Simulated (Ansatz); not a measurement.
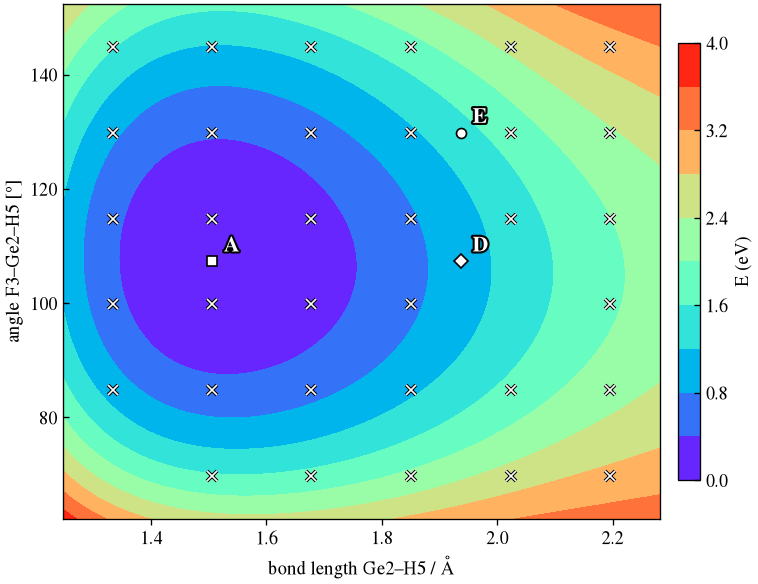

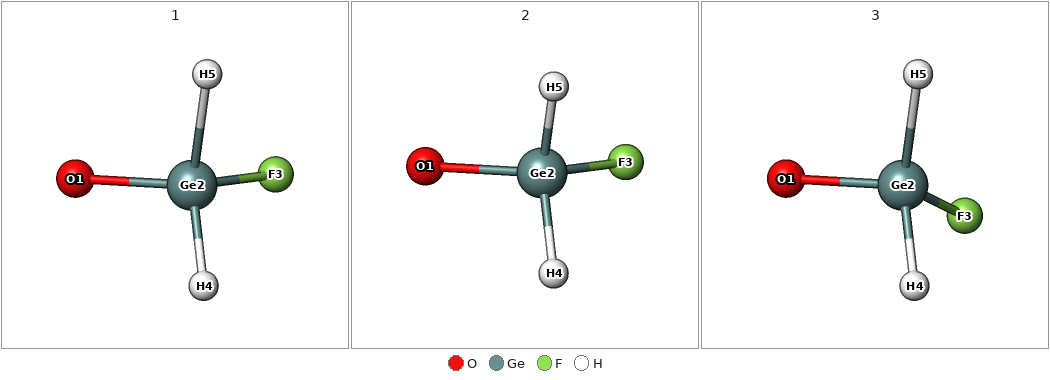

FGeH₂O, SMILES [O][GeH2][F], spin multiplicity 2. 
- Coordinates scanned: (1) bond length Ge2–H5; (2) angle F3–Ge2–H5.
- Nothing is relaxed (all other coordinates rigid).
- The grid has 13 × 13 points. At 34 points there is no value.
- Points are written as (first, second).
- Energies: eV, counted from the relaxed molecule at the same level.
- In part of the range the unrestricted reference is strongly spin-contaminated.
- Computed with UHF/def2-TZVP (Ansatz 0.2.0).

The picture shows filled contours, crosses at grid points without a value, lettered points. Between grid points the surface is interpolated. The numbered pictures are the structures at these points, in random order.

Which structure belongs to which point?

A is structure 2: (1.506 Å, 107.3°), 0.0023 eV; D is structure 1: (1.937 Å, 107.3°), 1.00 eV; E is structure 3: (1.937 Å, 129.8°), 1.45 eV.
